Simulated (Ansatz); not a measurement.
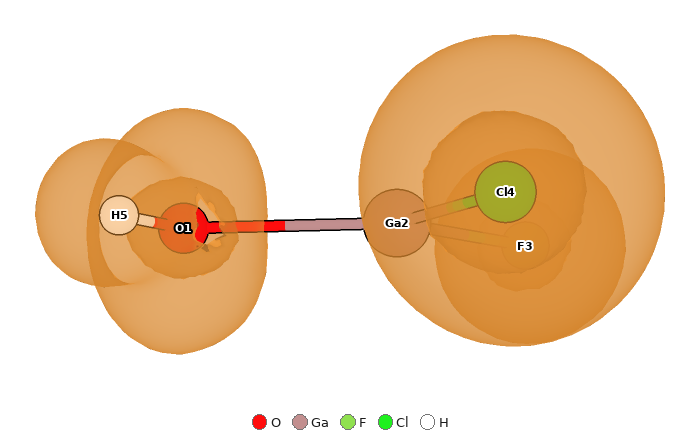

Figure. ClFGaHO (SMILES [OH][Ga]([F])[Cl]). Isosurface of the ELF at 0.75 (orange), seen from one side. Core shells and regions of very low density are left out.

Computed with RKS PBE/def2-SVPD in Ansatz 0.2.0.

```xyz
5

O    -0.4287   -1.2343    0.5702
Ga    0.0314    0.2018   -0.3939
F    -0.3406    0.1408   -2.1189
Cl    0.9864    1.9617    0.3883
H    -0.1987   -1.1436    1.5129
```

Q: Identify the bonds, lone pairs and shells in this picture.

A: The surface consists of one region wrapped around Cl (its valence shell), one region wrapped around F (its valence shell) and one joined region spread over several atoms (H, O), in which their bonds and any lone pairs are merged. Along the contacts the grid gives the following. Ga–F (1.77 Å): the ELF peaks at about 0.85 in the valence shell of F, 0.6 Å from its nucleus, and is about 0.15 at the midpoint. Ga–O (1.79 Å): the ELF peaks at about 0.85 in the valence shell of O, 0.6 Å from its nucleus, and is about 0.25 at the midpoint.
